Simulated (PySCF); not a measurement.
Molecule: Mg(SH)(SeH), SMILES [SH][Mg][SeH] (H2MgSSe). Atoms near the plane z = 0.0 Å, at the CAM-B3LYP/def2-SVP optimised geometry (x, y, z in Å): Mg1 (0.1, -0.7, 0.0), S2 (2.4, -0.8, 0.0), Se4 (-2.3, -0.7, 0.0), H5 (-2.4, 0.8, 0.0).

Calculation: CAM-B3LYP/def2-TZVP (PySCF 2.14.0). Cells within 0.4 Å of a nucleus heavier than hydrogen are left out (blank, or x). The values are rescaled to run from 0 to 1.

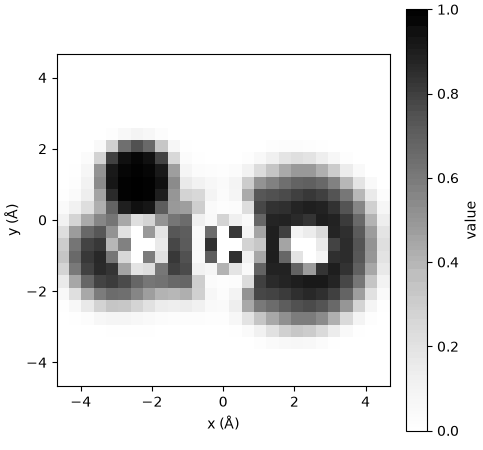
a field on the plane z = 0.0 Å.

Task: Which quantity is mapped?
(A) an orbital amplitude
(B) electrostatic potential
(C) log10 of the electron density
(D) electron localisation function

Result: D, electron localisation function
